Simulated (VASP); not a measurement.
Band structure of In4AsSb3 (ordered alloy cell). Computed with PBEsol GGA, VASP's PBE PAW potentials (set 64) (plane waves; VASP).

Unless said otherwise, spin-orbit coupling is left out, though it shifts the bands of the heavy elements here.

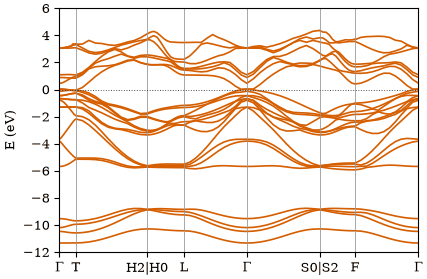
Fig. 1. Bands along high-symmetry lines, zero at the valence-band maximum or, without a gap, the Fermi level

Task: Read the plot: is there a gap, and where are the band edges?

Result: It has no gap at this level: it comes out as a metal or semimetal. (Edges off the drawn lines would not show.)

The structure was generated: In4AsSb3 was put into an ordered model structure (R3m), which need not be its known phase. It was relaxed first.
